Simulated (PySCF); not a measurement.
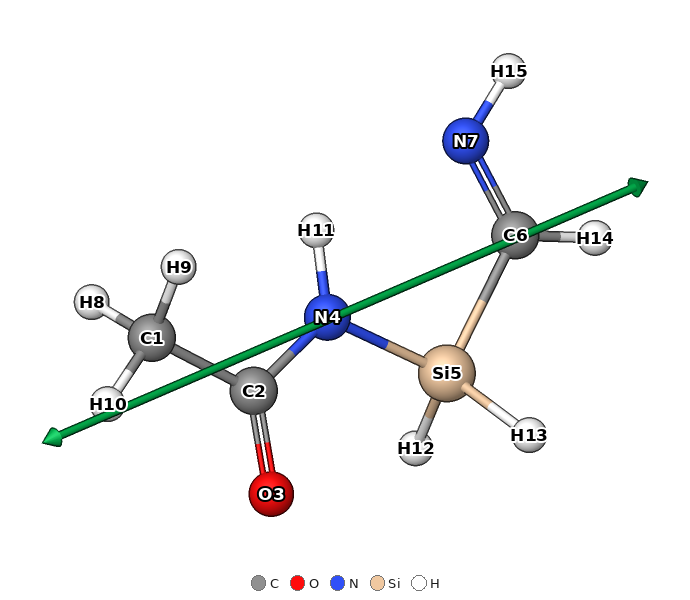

The double arrow shows the direction of the transition dipole to excited singlet state 8 (its length means nothing). The computed structure is the end point of a PBE0-D3(BJ)/def2-SVP optimisation. No frequency run is at hand to confirm it as a minimum. Properties computed with TDDFT CAM-B3LYP/def2-SVPD, vertical, gas phase, core orbitals frozen in the response (PySCF 2.14.0).

### How is the transition polarised?

Close to the long direction C1···C6.

### Where does the transition lie, and how strong is it?

7.35 eV (169 nm), oscillator strength 0.19, of mixed character, with the largest part HOMO−1 → LUMO+3 (weight 0.27); transition dipole 2.61 D.
